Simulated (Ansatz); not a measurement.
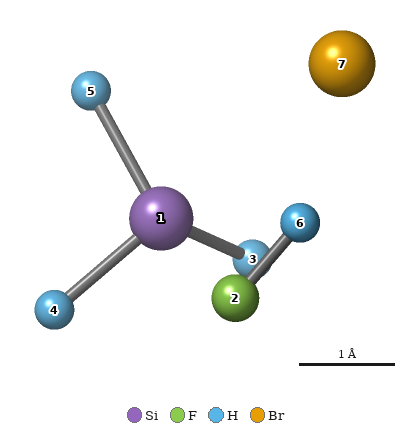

**Figure 1.** The input geometry (ball-and-stick view, seen at a tilt; atoms are numbered from 1 in the order of the input). Bond lengths as drawn: F–H 1.05 Å and H–Si 1.49 to 1.60 Å.

# Run report: SiH$_{4}$BrF, saddle-point search

System: SiH$_{4}$BrF.
Method: RKS PBE0-D4/def2-SVPD (Ansatz 0.2.0).

Figures and captions count atoms from 1; the log counts them from 0 in places.

**What the program printed**
```
Functional definition: PBE0
  name "PBE0"
  cite "Adamo & Barone, J. Chem. Phys. 110, 6158 (1999) doi:10.1063/1.478522"
  cite "Perdew, Burke & Ernzerhof, Phys. Rev. Lett. 77, 3865 (1996) doi:10.1103/PhysRevLett.77.3865"
  parent pbe
  parameter a = 0.25
  parameter kappa = 0.804
  parameter beta = 0.06672455060314922
  exchange = (1 - a)*pbe_x(kappa = kappa, mu = beta*pi^2/3) + a*exact_x
  correlation = pbe_c(beta = beta)
1210 factors; integrals over basis functions are off by at most 2.7e-4 eV
mean field evaluation 1: about -80677.9426 eV, gradient 2.3e1 eV
mean field evaluation 2: about -80677.3985 eV, gradient 3.1e1 eV
mean field evaluation 4: about -80678.8718 eV, gradient 1.6e0 eV
mean field evaluation 8: about -80678.8806 eV, gradient 4.5e-2 eV
mean field -80678.88060959 eV, -2964.8941762929 hartree, gradient 2.4e-5 eV, S^2 0.000000; 0 other end points of the search recorded, 0 dependent functions left out
the calculation of the forces begins
reference -80678.88064839 eV, -2964.8941777189 hartree; 31, 31 occupied and 89, 89 virtual orbitals, 1210 factors
these checks for a lower state are left out or cut short: stability, starts, cluster_reference, orbital_swaps, neighbouring_geometries, increment
1210 factors; integrals over basis functions are off by at most 2.8e-4 eV
mean field evaluation 16: about -80678.8790 eV, gradient 8.5e-1 eV
mean field -80678.88204092 eV, -2964.8942288934 hartree, gradient 2.2e-6 eV, S^2 0.000000; 0 other end points of the search recorded, 0 dependent functions left out
[... from here on the field's lines of each further geometry are left out, up to the last ...]
saddle step   1: F+E_penalty+E_count = -80678.98398200 eV  max|allowed force component| = 1.682e0 eV/Å  curvature = -2.8564 eV/Å²  mode residual = 2.17e0 eV/Å²  Δτ_max = 0.0000 Å  (1 rotations, 3 force calls, 65 SCF iters)  cluster: 3 rotations left out, max|force component along them| = 6.988e-8 eV/Å
saddle step   2: F+E_penalty+E_count = -80679.13827487 eV  max|allowed force component| = 5.091e-1 eV/Å  curvature = -3.2296 eV/Å²  mode residual = 1.20e0 eV/Å²  Δτ_max = 0.1007 Å  (1 rotations, 3 force calls, 67 SCF iters)  cluster: 3 rotations left out, max|force component along them| = 5.790e-8 eV/Å
saddle step   3: F+E_penalty+E_count = -80679.15703846 eV  max|allowed force component| = 1.409e-1 eV/Å  curvature = -3.9575 eV/Å²  mode residual = 6.42e-1 eV/Å²  Δτ_max = 0.0462 Å  (1 rotations, 3 force calls, 65 SCF iters)  cluster: 3 rotations left out, max|force component along them| = 6.396e-8 eV/Å
saddle step   4: F+E_penalty+E_count = -80679.15935179 eV  max|allowed force component| = 8.217e-2 eV/Å  curvature = -3.6746 eV/Å²  mode residual = 4.42e-1 eV/Å²  Δτ_max = 0.0169 Å  (1 rotations, 3 force calls, 63 SCF iters)  cluster: 3 rotations left out, max|force component along them| = 6.792e-8 eV/Å
saddle step   5: F+E_penalty+E_count = -80679.15939745 eV  max|allowed force component| = 3.998e-2 eV/Å  curvature = -3.7416 eV/Å²  mode residual = 3.52e-1 eV/Å²  Δτ_max = 0.0053 Å  (1 rotations, 5 force calls, 104 SCF iters)  cluster: 3 rotations left out, max|force component along them| = 6.954e-8 eV/Å
saddle step   6: F+E_penalty+E_count = -80679.16012911 eV  max|allowed force component| = 2.888e-2 eV/Å  curvature = -3.5485 eV/Å²  mode residual = 3.35e-1 eV/Å²  Δτ_max = 0.0285 Å  (1 rotations, 5 force calls, 100 SCF iters)  cluster: 3 rotations left out, max|force component along them| = 9.421e-8 eV/Å
saddle step   7: F+E_penalty+E_count = -80679.16056677 eV  max|allowed force component| = 1.255e-2 eV/Å  curvature = -3.4319 eV/Å²  mode residual = 2.69e-1 eV/Å²  Δτ_max = 0.0176 Å  (1 rotations, 6 force calls, 115 SCF iters)  cluster: 3 rotations left out, max|force component along them| = 4.209e-8 eV/Å
saddle search: the force at step 8 is within saddle.f_tol, and the search now checks the order of the point unasked, as it does wherever a lone molecule whose rigid rotations it leaves out would converge (saddle.isolated_cluster): at most 100 rotations across the mode and 202 force calls, two more next to a line or behind a second negative curvature, two more where it reads a positive, two for each turn that reads one and six more at each negative that it reads, and up to 22 at one that stands (24 where saddle.amplitude is under 0.005 Å), over each length that the point is read over (saddle.order_check: false declines the check)
saddle search: the rotation starts from a random direction (saddle.seed = 0)
the calculation of the forces begins
reference -80679.05682795 eV, -2964.9006521983 hartree; 31, 31 occupied and 89, 89 virtual orbitals, 1210 factors
1210 factors; integrals over basis functions are off by at most 3.1e-4 eV
mean field -80679.05679554 eV, -2964.9006510074 hartree, gradient 2.6e-5 eV, S^2 0.000000; 1 other end points of the search recorded, 0 dependent functions left out
the calculation of the forces begins
reference -80679.05683403 eV, -2964.9006524217 hartree; 31, 31 occupied and 89, 89 virtual orbitals, 1210 factors
saddle step   8: F+E_penalty+E_count = -80679.16076676 eV  max|allowed force component| = 5.114e-3 eV/Å  curvature = -3.3780 eV/Å² (error put at 0.0013; -3.3791 at half of saddle.amplitude)  mode residual = 3.37e-1 eV/Å²  Δτ_max = 0.0215 Å  (1 rotations, 39 force calls, 720 SCF iters)  order check (unasked): positive, curvature across the mode = +0.1853 eV/Å²; +0.1033 less its residual, +0.1032 less it at half of saddle.amplitude; error put at 0.0001 (30 force calls)  cluster: 3 rotations left out, max|force component along them| = 6.066e-8 eV/Å
```

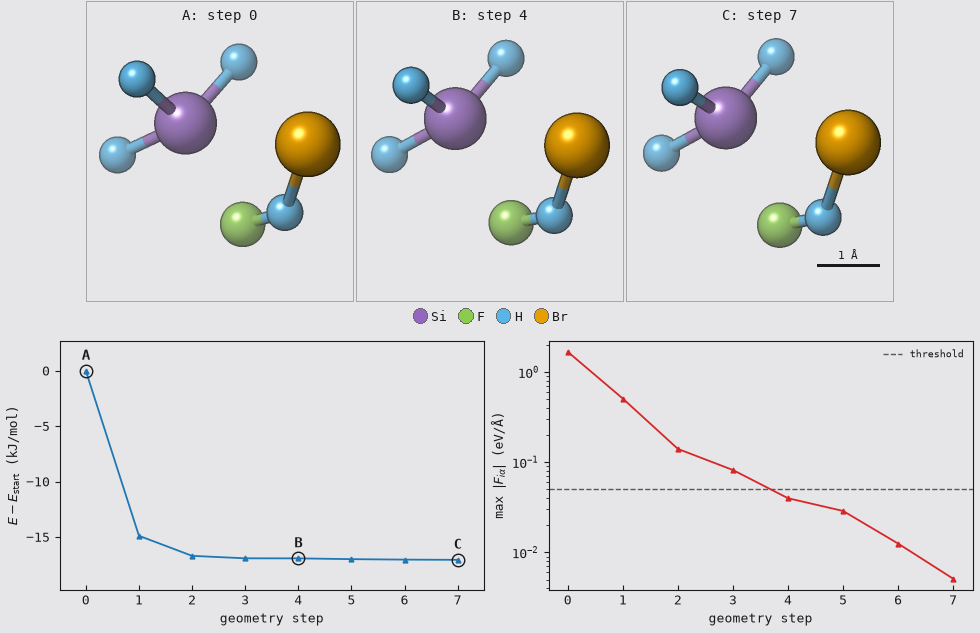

**Figure 2.** Frames of the saddle-point search (ball-and-stick view, seen at a tilt) above the curves, on which the letters mark them (the first geometry is step 0 here and step 1 in the log).

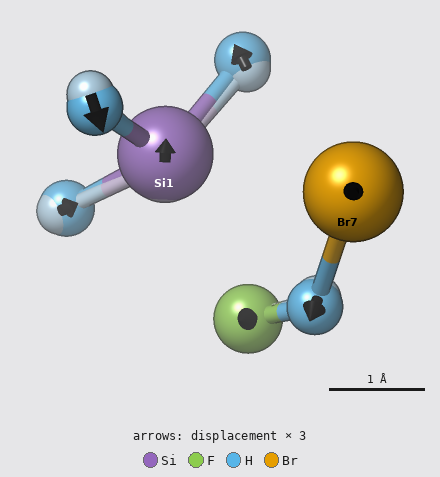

**Figure 3.** Start (faint) and end (solid) with the displacements as black arrows, magnified 3 times (ball-and-stick view, seen at a tilt). The two geometries are laid on each other by the best rigid fit. After 7 geometry steps the energy has fallen by 17.1 kJ/mol. Largest force component: 1.7 eV/Å at the start, 0.0051 eV/Å at the end. H5 moves most after the best rigid fit: 0.14 Å. Largest moves by element: H 0.14 Å, F 0.09 Å, Si 0.08 Å, Br 0.07 Å. Among the contacts that change: Si1–H5 1.600 → 1.485 Å, H6–Br7 1.854 → 1.833 Å, F2–H6 1.048 → 1.037 Å, Si1–H3 1.485 → 1.479 Å. Among the angles that change: H3–Si1–H5 109.9° → 117.0°, F2–H6–Br7 144.5° → 138.8°, H3–Si1–H4 112.7° → 109.7°. (Atoms are counted from 1 in the order of the input.)

```
Total energy: -80679.16080525 eV, -2964.9044732935 hartree
Atom 0 at    -0.643565    -0.222452     0.041632 Å, force     0.002419    -0.000509     0.000558 eV/Å
Atom 1 at     1.138942    -0.225497     0.891339 Å, force    -0.001566     0.002347    -0.003753 eV/Å
Atom 2 at    -0.568088    -1.281030    -0.988438 Å, force    -0.000840    -0.001035    -0.000394 eV/Å
Atom 3 at    -1.038002    -0.822205     1.350019 Å, force     0.000137     0.000436    -0.000161 eV/Å
Atom 4 at    -1.613157     0.877233    -0.192868 Å, force     0.000657     0.000152     0.000426 eV/Å
Atom 5 at     1.554443     0.382827     0.160920 Å, force     0.000337    -0.002749     0.005115 eV/Å
Atom 6 at     1.026940     1.287155    -1.343672 Å, force    -0.001143     0.001358    -0.001790 eV/Å
Dipole moment:    -0.221708    -0.230614     0.212535 e Å
```

**Trajectory as extended XYZ (Å, eV, eV/Å), 8 frames, from step=1 to step=8**
```
7
Properties=species:S:1:pos:R:3:forces:R:3 step=1 energy=-80678.98398
Si   -0.5943   -0.2055    0.1076   -1.6821   0.7724  -1.0026
F     1.1733   -0.3113    0.8749   -0.0429   0.2513  -0.2480
H    -0.4838   -1.2292   -0.9630    0.0248  -0.0498   0.2246
H    -1.0739   -0.7743    1.3982    0.1865   0.0211   0.0841
H    -1.7327    0.8551   -0.2669    1.2504  -0.8715   0.4743
H     1.5318    0.3005    0.1030    0.2811   0.1901  -0.0635
Br    1.0371    1.3608   -1.3349   -0.0179  -0.3136   0.5311
7
Properties=species:S:1:pos:R:3:forces:R:3 step=2 energy=-80679.13828
Si   -0.6368   -0.2242    0.0780   -0.5091   0.3338  -0.2780
F     1.1278   -0.2678    0.8452   -0.0382  -0.1063   0.2131
H    -0.4922   -1.2811   -0.9492   -0.0911   0.0228   0.0482
H    -1.0817   -0.7955    1.3847    0.0823   0.0058  -0.0160
H    -1.6439    0.8774   -0.2249    0.4567  -0.4382   0.1539
H     1.5506    0.3368    0.1029    0.0315   0.2314  -0.1798
Br    1.0337    1.3504   -1.3177    0.0678  -0.0492   0.0585
7
Properties=species:S:1:pos:R:3:forces:R:3 step=3 energy=-80679.15704
Si   -0.6476   -0.2257    0.0570    0.0799  -0.1099   0.0961
F     1.1147   -0.2660    0.8570    0.1225   0.1060  -0.1156
H    -0.5353   -1.2930   -0.9605   -0.0324   0.0184  -0.0027
H    -1.0482   -0.7852    1.3806   -0.0780  -0.0354  -0.0288
H    -1.6180    0.8574   -0.2227   -0.0197   0.0660  -0.0124
H     1.5532    0.3602    0.1174   -0.1409   0.0278   0.0081
Br    1.0387    1.3484   -1.3099    0.0685  -0.0729   0.0554
7
Properties=species:S:1:pos:R:3:forces:R:3 step=4 energy=-80679.15935
Si   -0.6438   -0.2277    0.0587    0.0298  -0.0392  -0.0132
F     1.1308   -0.2639    0.8520   -0.0242  -0.0451   0.0822
H    -0.5502   -1.2927   -0.9624    0.0073  -0.0024   0.0028
H    -1.0536   -0.7859    1.3780   -0.0132  -0.0384   0.0166
H    -1.6174    0.8529   -0.2255   -0.0061   0.0640   0.0059
H     1.5506    0.3702    0.1255   -0.0076   0.0693  -0.0724
Br    1.0412    1.3431   -1.3074    0.0142  -0.0082  -0.0218
7
Properties=species:S:1:pos:R:3:forces:R:3 step=5 energy=-80679.15940
Si   -0.6430   -0.2271    0.0577   -0.0088   0.0043  -0.0308
F     1.1341   -0.2666    0.8552   -0.0147   0.0044   0.0214
H    -0.5523   -1.2923   -0.9635    0.0118  -0.0035   0.0035
H    -1.0502   -0.7858    1.3771   -0.0203  -0.0345   0.0211
H    -1.6201    0.8549   -0.2276    0.0317   0.0160   0.0228
H     1.5496    0.3718    0.1282   -0.0116   0.0338  -0.0400
Br    1.0394    1.3412   -1.3082    0.0120  -0.0206   0.0021
7
Properties=species:S:1:pos:R:3:forces:R:3 step=6 energy=-80679.16013
Si   -0.6442   -0.2224    0.0478    0.0084  -0.0087   0.0185
F     1.1403   -0.2529    0.8717    0.0036   0.0289  -0.0281
H    -0.5540   -1.2891   -0.9723   -0.0058   0.0032  -0.0053
H    -1.0450   -0.7986    1.3650   -0.0025  -0.0016  -0.0120
H    -1.6183    0.8671   -0.2144   -0.0021   0.0003   0.0045
H     1.5514    0.3730    0.1422   -0.0058  -0.0125   0.0237
Br    1.0273    1.3188   -1.3210    0.0043  -0.0097  -0.0013
7
Properties=species:S:1:pos:R:3:forces:R:3 step=7 energy=-80679.16057
Si   -0.6433   -0.2225    0.0455   -0.0063   0.0027  -0.0125
F     1.1394   -0.2400    0.8796    0.0044   0.0048   0.0031
H    -0.5623   -1.2853   -0.9797    0.0032   0.0016  -0.0006
H    -1.0419   -0.8090    1.3579   -0.0003  -0.0061   0.0057
H    -1.6172    0.8702   -0.2047    0.0059   0.0033   0.0037
H     1.5545    0.3777    0.1519   -0.0051   0.0000  -0.0001
Br    1.0283    1.3049   -1.3317   -0.0018  -0.0063   0.0006
7
Properties=species:S:1:pos:R:3:forces:R:3 step=8 energy=-80679.16077
Si   -0.6436   -0.2225    0.0416    0.0024  -0.0005   0.0006
F     1.1389   -0.2255    0.8913   -0.0016   0.0023  -0.0038
H    -0.5681   -1.2810   -0.9884   -0.0008  -0.0010  -0.0004
H    -1.0380   -0.8222    1.3500    0.0001   0.0004  -0.0002
H    -1.6132    0.8772   -0.1929    0.0007   0.0002   0.0004
H     1.5544    0.3828    0.1609    0.0003  -0.0027   0.0051
Br    1.0269    1.2872   -1.3437   -0.0011   0.0014  -0.0018
```

This output came from the following input.

**Input**
```yaml
crystal:
  periodic: [false, false, false]
  atoms:
    - {symbol: Si, position_ang: [-0.594295, -0.205493, 0.107579]}
    - {symbol: F, position_ang: [1.173336, -0.311337, 0.874943]}
    - {symbol: H, position_ang: [-0.483779, -1.229156, -0.962954]}
    - {symbol: H, position_ang: [-1.073925, -0.774350, 1.398181]}
    - {symbol: H, position_ang: [-1.732682, 0.855117, -0.266872]}
    - {symbol: H, position_ang: [1.531756, 0.300474, 0.103002]}
    - {symbol: Br, position_ang: [1.037101, 1.360775, -1.334948]}
basis:
  gaussian: {orbitals: def2-SVPD}
hamiltonian: {xc: pbe0, dispersion: d4}
saddle:
  f_tol: 0.05
  max_steps: 40
  mode_guess:
    - [-0.0484, 0.2083, -0.2319]
    - [0.4593, 0.0385, -0.0415]
    - [-0.1034, -0.0200, -0.0730]
    - [0.2288, 0.2391, -0.1062]
    - [-0.2950, -0.0701, -0.1273]
    - [0.0695, -0.3444, 0.4484]
    - [-0.3107, -0.0513, 0.1315]
```

Command:
```bash
ansatz run in.yaml --threads 4 --pin off --events-out ev --progress --plain --max-ram 9574MiB
```

**Summary**

```tsv
quantity	value
outcome	converged
total energy	−80679.1608 eV
mean-field energy	−80679.0568 eV
dispersion energy	−0.1040 eV
largest force (length of the vector) at the end	0.006 eV/Å
dipole moment	1.84 D
hardware	4 threads of Intel Xeon @ 2.50GHz, 180 GiB of memory available, shared host
wall time	3.1 min (CPU time 10 min)
peak memory	0.4 GiB
```
